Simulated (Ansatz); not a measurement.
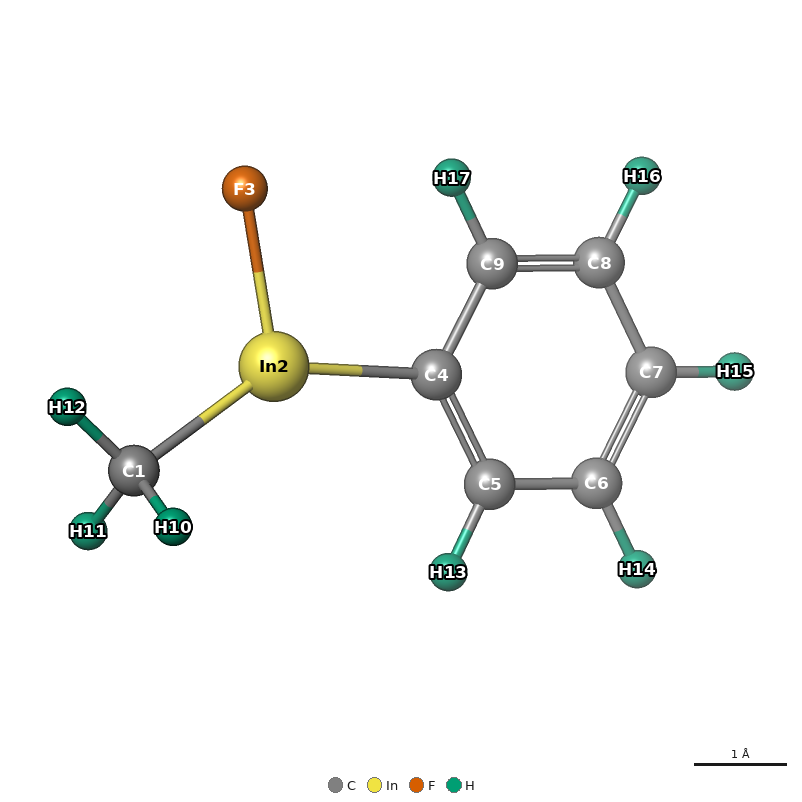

Orthographic view. Atoms fade into the background with distance from the viewer. The geometry was computed by an optimisation with PBE0-D4/def2-TZVP. No frequency run is at hand to confirm it as a minimum.

Write the connection table.

C1: In2, H10, H11, H12
In2: C1, F3, C4
F3: In2
C4: In2, C5, C9
C5: C4, C6, H13
C6: C5, C7, H14
C7: C6, C8, H15
C8: C7, C9, H16
C9: C4, C8, H17
(terminal hydrogens appear only as neighbours)
